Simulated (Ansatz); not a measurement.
A series of calculations on SnH$_{3}$SCl$_{3}$

## 1. Relaxation

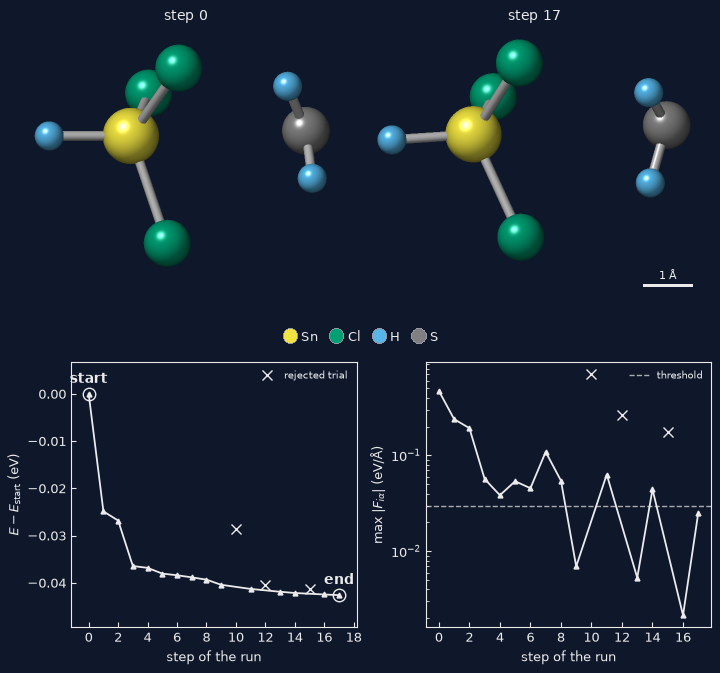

First and last geometry of a relaxation of SnH3SCl3, with the history of the run. The picture is a ball-and-stick view, seen face on.

The run prepares an end point of a later path (reaction) calculation, from a guessed geometry.

All numbers below come from Ansatz, RKS B3LYP-D4/def2-SVP.

Input file:
```yaml
crystal:
  periodic: [false, false, false]
  atoms:
    - { symbol: Sn, position_ang: [-0.106817, -0.193424, -0.053802] }
    - { symbol: Cl, position_ang: [-0.182194, -0.334156, 2.337489] }
    - { symbol: Cl, position_ang: [2.106189, -0.362608, -0.817975] }
    - { symbol: Cl, position_ang: [-1.201121, 1.734701, -0.806273] }
    - { symbol: H, position_ang: [-0.954907, -1.555041, -0.64586] }
    - { symbol: S, position_ang: [1.672432, 2.640117, 1.383828] }
    - { symbol: H, position_ang: [2.772718, 1.862606, 1.501508] }
    - { symbol: H, position_ang: [1.0167, 1.941904, 2.376284] }
basis:
  gaussian: { orbitals: def2-SVP }
hamiltonian:
  xc: b3lyp
  dispersion: d4
relax:
  f_tol: 0.03
  max_steps: 50
```

Launched with:
```bash
ansatz run input.yaml --threads 4 --pin off --max-ram 5120MiB --backend cpu --events-out ev --progress --plain --runs-dir out
```

### Read the history and describe the run.

It converged. H7 moves most after the best rigid fit: 0.38 Å. By element the largest moves are H 0.38 Å, S 0.30 Å, Cl 0.20 Å, Sn 0.12 Å. Near-neighbour distances that change, for instance: Sn1–Cl2 2.397 → 2.354 Å, S6–H8 1.379 → 1.352 Å, Sn1–Cl3 2.347 → 2.354 Å. Bond angles that change, for instance: Cl3–Sn1–Cl4 113.3° → 110.3°, Cl2–Sn1–H5 106.4° → 109.0°, Cl2–Sn1–Cl3 110.5° → 108.1°. Over 14 accepted moves (17 points after the start) the energy falls by 0.043 eV. The largest force component goes from 0.47 to 0.025 eV/Å. The line search rejected the trial steps at points 10, 12, 15 of the run. The forces were under the threshold at step 9, but the run went on from there. The run took 37 s on 4 threads of Arm Neoverse V2 (shared host), peak memory 0.32 GiB.

| step | E − E(0), eV | largest force component, eV/Å | note |
| --- | --- | --- | --- |
| 0 | 0.0000 | 0.4709 |  |
| 1 | -0.0249 | 0.2390 |  |
| 2 | -0.0268 | 0.1925 |  |
| 3 | -0.0364 | 0.0568 |  |
| 4 | -0.0368 | 0.0384 |  |
| 5 | -0.0380 | 0.0538 |  |
| 6 | -0.0384 | 0.0454 |  |
| 7 | -0.0388 | 0.1088 |  |
| 8 | -0.0393 | 0.0546 |  |
| 9 | -0.0404 | 0.0070 |  |
| 10 | -0.0287 | 0.7094 | rejected |
| 11 | -0.0413 | 0.0632 |  |
| 12 | -0.0404 | 0.2620 | rejected |
| 13 | -0.0419 | 0.0053 |  |
| 14 | -0.0421 | 0.0442 |  |
| 15 | -0.0414 | 0.1765 | rejected |
| 16 | -0.0425 | 0.0022 |  |
| 17 | -0.0426 | 0.0252 |  |

Limits of the set-up: the start holds two separate molecules, 2.6 Å apart at their closest, whose relative position is a soft coordinate.

## 2. Relaxation

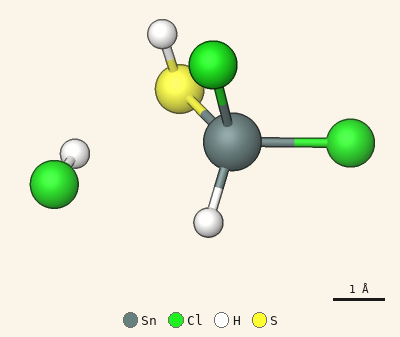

This is the input geometry for a relaxation of SnH3SCl3. Style: ball-and-stick. Shown at a tilt.

The run prepares an end point of a later path (reaction) calculation, from a guessed geometry.

Theory: Ansatz, RKS B3LYP-D4/def2-SVP.

Input file:
```yaml
crystal:
  periodic: [false, false, false]
  atoms:
    - { symbol: Sn, position_ang: [0.170976, 0.652871, -0.245441] }
    - { symbol: Cl, position_ang: [0.536842, -0.725107, 3.071612] }
    - { symbol: Cl, position_ang: [2.067216, -0.585184, -0.902461] }
    - { symbol: Cl, position_ang: [-0.680007, 1.695118, -2.185896] }
    - { symbol: H, position_ang: [-1.068421, -0.320622, 0.39953] }
    - { symbol: S, position_ang: [1.051649, 2.427629, 1.180534] }
    - { symbol: H, position_ang: [2.317876, 1.992667, 0.970137] }
    - { symbol: H, position_ang: [0.726869, 0.596728, 2.987186] }
basis:
  gaussian: { orbitals: def2-SVP }
hamiltonian:
  xc: b3lyp
  dispersion: d4
relax:
  f_tol: 0.03
  max_steps: 50
output:
  orbitals: {}
```

Command:
```bash
ansatz run input.yaml --threads 4 --pin off --max-ram 5120MiB --backend cpu --events-out ev --progress --plain --runs-dir out
```

### Predict the outcome.

Over 10 accepted moves (11 points after the start) the energy falls by 3.62 kJ/mol. The largest force component goes from 0.97 to 0.02 eV/Å. The line search rejected the trial step at point 1 of the run. H8 moves most after the best rigid fit: 0.21 Å. Largest moves by element: H 0.21 Å, Cl 0.16 Å, S 0.15 Å, Sn 0.04 Å. Among the contacts that change: Cl2–H8 1.338 → 1.305 Å, Sn1–Cl3 2.358 → 2.354 Å. Among the angles between lasting bonds that change: H5–Sn1–S6 117.2° → 115.0°.

Final geometry:

```xyz
8

Sn    0.1287    0.6568   -0.2491
Cl    0.6138   -0.7304    3.1665
Cl    2.0025   -0.6577   -0.7977
Cl   -0.5318    1.7190   -2.2491
H    -1.1814   -0.2628    0.3365
S     0.9616    2.3657    1.2864
H     2.2384    2.1302    0.8967
H     0.8913    0.5134    2.8850
```

The end point in the same view:

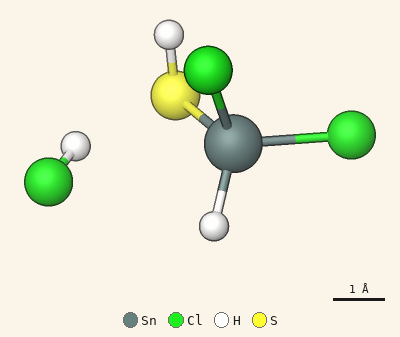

Limits of the set-up: the start holds two separate molecules, 2.6 Å apart at their closest, whose relative position is a soft coordinate.

## 3. Path

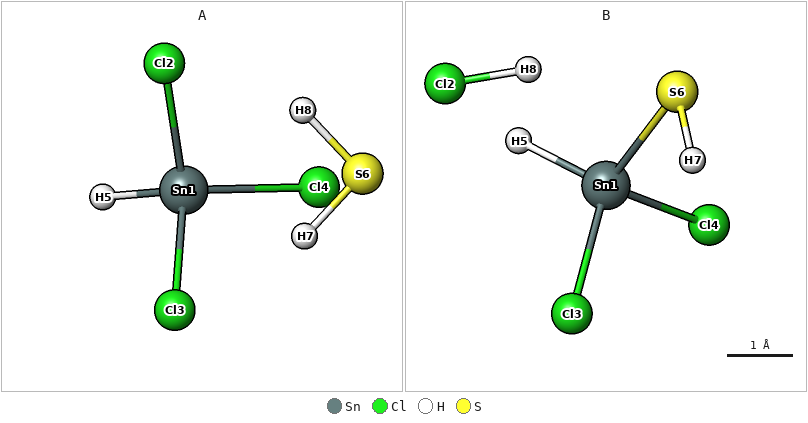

The two relaxed end points of a path for SnH₃SCl₃, made up at the start of SnHCl₃ and H2S. Style: ball-and-stick. Shown from a free direction.

Theory: RKS B3LYP-D4/def2-SVP in Ansatz 0.2.0.

Settings: 7 movable images; climbing image; force threshold 0.03 eV/Å; iteration limit 60.

Start:
```xyz
8

Sn   -0.1874   -0.2779   -0.0722
Cl   -0.3724   -0.3516    2.2736
Cl    2.0991   -0.3186   -0.6282
Cl   -1.1866    1.6703   -0.8944
H    -0.9462   -1.6582   -0.7341
S     1.7424    2.8057    1.6151
H     2.6444    1.9166    1.1399
H     1.3298    1.9477    2.5755
```

End:
```xyz
8

Sn    0.1300    0.6051   -0.2450
Cl    0.7134   -0.6738    3.1974
Cl    2.0800   -0.6020   -0.7744
Cl   -0.6029    1.5800   -2.2642
H    -1.1181   -0.3811    0.3672
S     0.8606    2.3959    1.2488
H     2.1481    2.2317    0.8578
H     0.9119    0.5783    2.8875
```

> What barrier does the band find between them, and by what path?

The energy climbs by 18.3 kcal/mol to image 3 and then falls by 13.7 kcal/mol, so the end point sits at +4.6 kcal/mol. Breaking: S6–H8 (1.35 → 1.56 at the top → 2.45 Å), Sn1–Cl2 (2.35 → 2.73 at the top → 3.72 Å). Forming: Cl2–H8 (2.88 → 1.68 at the top → 1.31 Å), Sn1–S6 (4.01 → 2.62 at the top → 2.44 Å). The band converged in 32 iterations, with a climbing image at the top. At the top, the vibrational analysis gives one imaginary mode (523i cm⁻¹), as a transition state must have.

Energies of the converged images:

```tsv
image	path (Å)	E (kcal/mol)
0	0.00	0.0
1	1.00	3.0
2	2.00	9.4
3	3.00	18.3
4	3.26	15.1
5	3.52	10.0
6	3.79	6.6
7	4.05	5.0
8	4.32	4.6
```

The geometry at the top of the path:

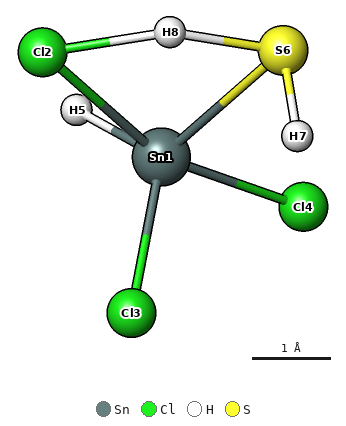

Limits of the set-up: the start holds two separate molecules, 2.9 Å apart at their closest, whose relative position is a soft coordinate.
